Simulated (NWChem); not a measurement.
# C2H6FMgN (SMILES C[N](C)[Mg][F]) at 4 levels

Aim: a comparison of 4 runs (HF/def2-SVP, B3LYP/6-31G, TPSS/STO-3G, PBE0/def2-SVP) of C2H6FMgN. 

Program for the calculation: NWChem 7.3.0.

## Step 1: The system as given

C2H6FMgN: 11 atoms, total charge 0, spin state singlet. As SMILES, `C[N](C)[Mg][F]`. The coordinates come from a PBE0-D4/def2-TZVP relaxation.

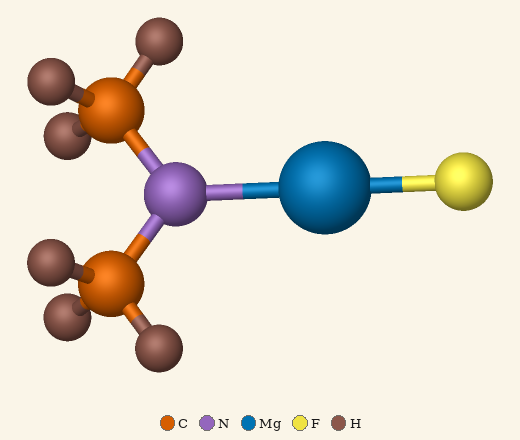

The structure, seen from a chosen angle (carbon orange, nitrogen purple, magnesium blue, fluorine yellow, hydrogen brown).

## Step 2: Energy and gradient at HF/def2-SVP (run 1)

File c2h6fmgn.xyz:

```xyz
11
C2H6FMgN
C     -1.026000    -0.508700     0.665700
N     -0.039000     0.153000    -0.147100
C      1.277000    -0.358600     0.134100
Mg    -0.416900     1.508200    -1.404400
F     -0.767900     2.767800    -2.574300
H     -0.841700    -0.368300     1.744400
H     -1.049000    -1.597800     0.490900
H     -2.035400    -0.133000     0.464100
H      1.566400    -0.211400     1.188600
H      2.042300     0.132700    -0.477200
H      1.355400    -1.441100    -0.064100
```

File run.py:

```python
from ase.io import read
from ase.calculators.nwchem import NWChem

molecule = read('c2h6fmgn.xyz')

calc = NWChem(
    label='c2h6fmgn',
    theory='scf',
    memory='2200 mb',
    basis='def2-SVP',
    basispar='spherical bse',
    scf={'nopen': '0', 'rhf': None, 'thresh': '1e-08', 'maxiter': '80'},
)
molecule.calc = calc

forces = molecule.get_forces()
e = molecule.get_potential_energy()
print(f"E = {e:.6f} eV")
print("forces (eV/A):")
for s, f in zip(molecule.symbols, forces):
    print(f"{s:2s} {f[0]:10.5f} {f[1]:10.5f} {f[2]:10.5f}")
print("dipole (e A):", molecule.get_dipole_moment().round(4))
```

Command:

```sh
$ export ASE_NWCHEM_COMMAND="nwchem PREFIX.nwi > PREFIX.nwo"
$ python run.py
```

Output:

```text
E = -11769.979477 eV
forces (eV/A):
C    -0.00910   -0.07564    0.07430
N     0.04258   -0.14768    0.14244
C     0.05086   -0.07271    0.06202
Mg   -0.04062    0.14367   -0.13581
F     0.01070   -0.03877    0.03636
H    -0.05055   -0.01208   -0.10809
H    -0.03054    0.11457    0.02088
H     0.00648   -0.01013    0.00915
H    -0.00108   -0.00864   -0.12136
H    -0.00103   -0.01070    0.01147
H     0.02237    0.11812    0.00869
dipole (e A): [ 0.0768 -0.2755  0.2571]
```

The calculator wrote c2h6fmgn.nwi:

```
title "c2h6fmgn"

permanent_dir c2h6fmgn

scratch_dir c2h6fmgn

start c2h6fmgn

geometry units angstrom nocenter noautosym noautoz
  C  -1.0260000000000000e+00 -5.0870000000000004e-01 6.6569999999999996e-01
  N  -3.9000000000000000e-02 1.5300000000000000e-01 -1.4710000000000001e-01
  C  1.2769999999999999e+00 -3.5859999999999997e-01 1.3410000000000000e-01
  Mg -4.1689999999999999e-01 1.5082000000000000e+00 -1.4044000000000001e+00
  F  -7.6790000000000003e-01 2.7677999999999998e+00 -2.5743000000000000e+00
  H  -8.4170000000000000e-01 -3.6830000000000002e-01 1.7444000000000000e+00
  H  -1.0489999999999999e+00 -1.5978000000000001e+00 4.9090000000000000e-01
  H  -2.0354000000000001e+00 -1.3300000000000001e-01 4.6410000000000001e-01
  H  1.5664000000000000e+00 -2.1140000000000000e-01 1.1886000000000001e+00
  H  2.0423000000000000e+00 1.3270000000000001e-01 -4.7720000000000001e-01
  H  1.3553999999999999e+00 -1.4411000000000000e+00 -6.4100000000000004e-02
end

memory 2200 mb

basis spherical bse noprint
   * library def2-SVP
end

scf
  nopen 0
  rhf
  thresh 1e-08
  maxiter 80
end

task scf gradient
```

c2h6fmgn.nwo:

```text
Northwest Computational Chemistry Package (NWChem) 7.3.0
             --------------------------------------------------------

           Job information
           ---------------

    nwchem branch   = 7.3.0
    use scalapack   = T
    input           = c2h6fmgn.nwi
    prefix          = c2h6fmgn.
    data base       = c2h6fmgn/c2h6fmgn.db
    status          = startup
    nproc           =        1

           Memory information
           ------------------

    heap     =     72089598 doubles =      550.0 Mbytes
    stack    =     72089595 doubles =      550.0 Mbytes
    global   =    144179200 doubles =     1100.0 Mbytes (distinct from heap & stack)
    total    =    288358393 doubles =     2200.0 Mbytes
    verify   = yes
    hardfail = no

[... 142 lines left out ...]
 Convergence threshold     :          1.000E-08
[... 13 lines left out ...]
       Final RHF  results
[... 3 lines left out ...]
      One-electron energy =   -992.106778149688
[... 1 line left out ...]
 Nuclear repulsion energy =    197.056801905758
[... 41 lines left out ...]
                       ROHF Final Molecular Orbital Analysis
[... 298 lines left out ...]
                         RHF ENERGY GRADIENTS

    atom               coordinates                        gradient
                 x          y          z           x          y          z
   1 C      -1.938859  -0.961304   1.257991    0.000177   0.001471  -0.001445
   2 N      -0.073699   0.289128  -0.277979   -0.000828   0.002872  -0.002770
   3 C       2.413180  -0.677656   0.253412   -0.000989   0.001414  -0.001206
[... 7 lines of this table left out ...]
  11 H       2.561335  -2.723284  -0.121131   -0.000435  -0.002297  -0.000169

                 ----------------------------------------
                 |  Time  |  1-e(secs)   |  2-e(secs)   |
                 ----------------------------------------
                 |  CPU   |       0.01   |       2.81   |
                 ----------------------------------------
                 |  WALL  |       0.01   |       2.81   |
                 ----------------------------------------

 Task  times  cpu:       15.2s     wall:       15.2s
 Total times  cpu:       15.2s     wall:       15.2s
```

Run time: 16 s. Hardware: 1 thread of Intel Xeon 6975P-C (Granite Rapids), shared host; peak memory 0.097 GiB.

## Step 3: Energy and gradient at B3LYP/6-31G (run 2)

File run.py:

```python
from ase import Atoms
from ase.calculators.nwchem import NWChem

molecule = Atoms('CNCMgFHHHHHH', positions=[
    [-1.026000, -0.508700, 0.665700],
    [-0.039000, 0.153000, -0.147100],
    [1.277000, -0.358600, 0.134100],
    [-0.416900, 1.508200, -1.404400],
    [-0.767900, 2.767800, -2.574300],
    [-0.841700, -0.368300, 1.744400],
    [-1.049000, -1.597800, 0.490900],
    [-2.035400, -0.133000, 0.464100],
    [1.566400, -0.211400, 1.188600],
    [2.042300, 0.132700, -0.477200],
    [1.355400, -1.441100, -0.064100],
])

calc = NWChem(
    label='m1',
    theory='dft',
    memory='2200 mb',
    basis='6-31G',
    basispar='spherical bse',
    dft={'xc': 'b3lyp', 'mult': '1', 'grid': 'xfine', 'convergence': 'energy 1e-08', 'iterations': '100', 'mulliken': None, 'print': 'low'},
)
molecule.calc = calc

forces = molecule.get_forces()
print(f"energy = {molecule.get_potential_energy():.6f} eV")
print("forces (eV/A):")
for s, f in zip(molecule.symbols, forces):
    print(f"{s:2s} {f[0]:10.5f} {f[1]:10.5f} {f[2]:10.5f}")
```

Command:

```sh
$ export ASE_NWCHEM_COMMAND="nwchem PREFIX.nwi > PREFIX.nwo"
$ python run.py
```

Output:

```text
energy = -11823.349152 eV
forces (eV/A):
C    -0.60997   -0.24246    0.33877
N    -0.14049    0.50347   -0.46671
C     0.72253   -0.15653    0.03270
Mg    0.09205   -0.33214    0.30761
F    -0.10130    0.36335   -0.33784
H     0.01789    0.00401    0.12444
H    -0.00478   -0.12516   -0.00802
H    -0.09811    0.04643   -0.02916
H     0.03749    0.00550    0.11817
H     0.06844    0.05723   -0.06711
H     0.01630   -0.12372   -0.01286
```

The calculator wrote m1.nwi:

```
title "m1"

permanent_dir m1

scratch_dir m1

start m1

geometry units angstrom nocenter noautosym noautoz
  C  -1.0260000000000000e+00 -5.0870000000000004e-01 6.6569999999999996e-01
  N  -3.9000000000000000e-02 1.5300000000000000e-01 -1.4710000000000001e-01
  C  1.2769999999999999e+00 -3.5859999999999997e-01 1.3410000000000000e-01
  Mg -4.1689999999999999e-01 1.5082000000000000e+00 -1.4044000000000001e+00
  F  -7.6790000000000003e-01 2.7677999999999998e+00 -2.5743000000000000e+00
  H  -8.4170000000000000e-01 -3.6830000000000002e-01 1.7444000000000000e+00
  H  -1.0489999999999999e+00 -1.5978000000000001e+00 4.9090000000000000e-01
  H  -2.0354000000000001e+00 -1.3300000000000001e-01 4.6410000000000001e-01
  H  1.5664000000000000e+00 -2.1140000000000000e-01 1.1886000000000001e+00
  H  2.0423000000000000e+00 1.3270000000000001e-01 -4.7720000000000001e-01
  H  1.3553999999999999e+00 -1.4411000000000000e+00 -6.4100000000000004e-02
end

memory 2200 mb

basis spherical bse noprint
   * library 6-31G
end

dft
  xc b3lyp
  mult 1
  grid xfine
  convergence energy 1e-08
  iterations 100
  mulliken
  print low
end

task dft gradient
```

m1.nwo:

```text
Northwest Computational Chemistry Package (NWChem) 7.3.0
             --------------------------------------------------------

           Job information
           ---------------

    nwchem branch   = 7.3.0
    use scalapack   = T
    input           = m1.nwi
    prefix          = m1.
    data base       = m1/m1.db
    status          = startup
    nproc           =        1

           Memory information
           ------------------

    heap     =     72089596 doubles =      550.0 Mbytes
    stack    =     72089601 doubles =      550.0 Mbytes
    global   =    144179200 doubles =     1100.0 Mbytes (distinct from heap & stack)
    total    =    288358397 doubles =     2200.0 Mbytes
    verify   = yes
    hardfail = no

[... 39 lines left out ...]
            Nuclear Dipole moment (a.u.)
[... 79 lines left out ...]
   convergence    iter        energy       DeltaE   RMS-Dens  Diis-err    time
[... 13 lines left out ...]
         Total DFT energy =     -434.500070716326
      One electron energy =     -992.686006917575
           Coulomb energy =      408.308981284944
    Exchange-Corr. energy =      -47.179846989453
 Nuclear repulsion energy =      197.056801905758
[... 21 lines left out ...]
    Atom       Charge   Shell Charges
 -----------   ------   -------------------------------------------------------
    1 C    6     6.19   1.99  0.56  1.90  0.43  1.32
    2 N    7     7.50   1.99  0.69  2.39  0.56  1.87
    3 C    6     6.19   1.99  0.56  1.90  0.43  1.32
[... 7 lines of this table left out ...]
   11 H    1     0.91   0.52  0.39

                         DFT ENERGY GRADIENTS

    atom               coordinates                        gradient
                 x          y          z           x          y          z
   1 C      -1.938859  -0.961304   1.257991    0.011862   0.004715  -0.006588
   2 N      -0.073699   0.289128  -0.277979    0.002732  -0.009791   0.009076
   3 C       2.413180  -0.677656   0.253412   -0.014051   0.003044  -0.000636
[... 7 lines of this table left out ...]
  11 H       2.561335  -2.723284  -0.121131   -0.000317   0.002406   0.000250

 Task  times  cpu:       24.0s     wall:       24.0s
 Total times  cpu:       24.0s     wall:       24.0s
```

It took 25 s on 1 thread of Intel Xeon 6975P-C (Granite Rapids), shared host; peak memory 0.14 GiB.

Run 3 isn't shown in full; the table further down has it.

## Step 4: Energy and forces at PBE0/def2-SVP (run 4)

File c2h6fmgn.nw:

```
start c2h6fmgn
memory 2200 mb

geometry units au noautosym nocenter noautoz
  C   -1.93885900  -0.96130368   1.25799068
  N   -0.07369932   0.28912810  -0.27797871
  C    2.41318026  -0.67765579   0.25341227
  Mg  -0.78782682   2.85008494  -2.65393137
  F   -1.45112069   5.23038397  -4.86472196
  H   -1.59058248  -0.69598613   3.29643825
  H   -1.98232270  -3.01940440   0.92766655
  H   -3.84634855  -0.25133357   0.87702189
  H    2.96006700  -0.39948810   2.24612847
  H    3.85938766   0.25076666  -0.90177731
  H    2.56133479  -2.72328432  -0.12113144
end

basis spherical bse
  * library def2-SVP
end

dft
  xc pbe0
  grid fine
  convergence energy 1e-08
  maxiter 100
  mulliken
end

task dft gradient
```

Command:

```sh
$ nwchem c2h6fmgn.nw > c2h6fmgn.out
```

Output:

```text
[...]
          Wavefunction type:  closed shell.
          No. of atoms     :    11
          No. of electrons :    46
[...]
          Charge           :     0
          Spin multiplicity:     1
[...]
          AO basis - number of functions:   104
[...]
              XC Information
              --------------
                         PBE0 Method XC Functional
                     Hartree-Fock (Exact) Exchange  0.250
          PerdewBurkeErnzerhof Exchange Functional  0.750
            Perdew 1991 LDA Correlation Functional  1.000 local
           PerdewBurkeErnz. Correlation Functional  1.000 non-local
[...]
 d= 0,ls=0.0,diis     1   -433.8456198460 -6.31D+02  1.38D-02  8.66D-01     1.9
[...]
 d= 0,ls=0.0,diis     8   -433.9505577326  3.82D-09  6.46D-06  7.31D-07    13.0
         Total DFT energy =     -433.950557732613
      One electron energy =     -992.124413823438
           Coulomb energy =      407.808094443994
    Exchange-Corr. energy =      -46.691026140804
 Nuclear repulsion energy =      197.056787787635
[...]
  wavefunction    = closed shell
                         DFT ENERGY GRADIENTS
    atom               coordinates                        gradient
                 x          y          z           x          y          z
   1 C      -1.938859  -0.961304   1.257991   -0.003834  -0.003592   0.004151
   2 N      -0.073699   0.289128  -0.277979   -0.000785   0.002770  -0.002621
   3 C       2.413180  -0.677656   0.253412    0.005652  -0.002959   0.001932
   4 Mg     -0.787827   2.850085  -2.653931   -0.000187   0.000695  -0.000617
   5 F      -1.451121   5.230384  -4.864722    0.000758  -0.002712   0.002517
   6 H      -1.590582  -0.695986   3.296438   -0.000441  -0.000295  -0.005274
   7 H      -1.982323  -3.019404   0.927667    0.000513   0.005262   0.000402
   8 H      -3.846349  -0.251334   0.877022    0.005438  -0.001656   0.000722
   9 H       2.960067  -0.399488   2.246128   -0.001865  -0.000391  -0.004911
  10 H       3.859388   0.250767  -0.901777   -0.004318  -0.002288   0.002964
  11 H       2.561335  -2.723284  -0.121131   -0.000932   0.005166   0.000735
[...]
```

Run time: 18 s. Hardware: 1 thread of Intel Xeon 6975P-C (Granite Rapids), shared host; peak memory 0.12 GiB.

## Step 5: The series

| run | level | iteration cap | module | energy (Eh) | dipole moment (D) | HOMO energy (eV) | LUMO energy (eV) | wall time |
| --- | --- | --- | --- | --- | --- | --- | --- | --- |
| 1 | HF/def2-SVP | 80 | scf | -432.538771 | 1.85 | -8.77 | 0.97 | 16 s |
| 2 | B3LYP/6-31G | 100 | dft | -434.500071 | – | – | – | 25 s |
| 3 | TPSS/STO-3G | 100 | dft | -428.964581 | 1.07 | 0.04 | 5.21 | 19 s |
| 4 | PBE0/def2-SVP | 100 | dft | -433.950558 | 1.79 | -5.64 | -1.19 | 18 s |

## Step 6: Outcome

| quantity | value |
| --- | --- |
| run 4: total energy | -433.95056 Eh |
| run 4: dipole moment | 1.79 D |
| run 4: HOMO energy | -5.64 eV |
| run 4: LUMO energy | -1.19 eV |
| run 4: HOMO–LUMO gap | 4.44 eV |
| run 4: largest force on an atom | 0.344 eV/Å |

**Reading.** Over runs 1, 3, 4 the dipole moment (its size) runs from 1.07 D (TPSS/STO-3G) to 1.85 D (HF/def2-SVP). The two ends differ in method and basis. The two dipoles point in opposite directions. Over runs 1, 3, 4 the HOMO–LUMO gap runs from 4.44 eV (PBE0/def2-SVP) to 9.74 eV (HF/def2-SVP). Exact exchange widens orbital gaps. Totals of different functionals can't be ranked against each other. In run 3 the basis is minimal, so the values are rough. All runs together took 78 s, the longest 25 s.
